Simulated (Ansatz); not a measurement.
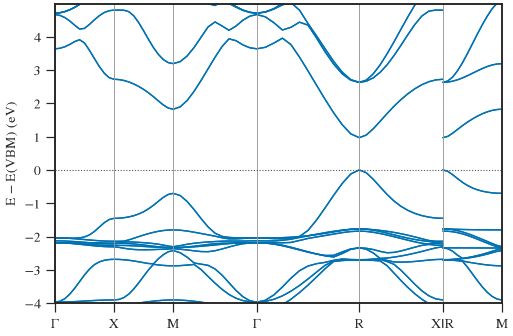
*Band structure from plane-wave PAW PBE with spin–orbit coupling (Ansatz code)*

### Question
Read off the gap and where the band edges lie.

### Answer
About 1.0 eV (0.97 eV by a search for the band edges); maximum at R, minimum at R.

The material is CsPbCl3 (cubic perovskite, Pm-3m).

This is a known high-temperature phase of the composition, computed here at zero pressure and temperature. The PBE relaxation kept the symmetry of its start; phonons on a q-mesh show weakly imaginary modes.

Potentials: the later of the program's two PAW sets.
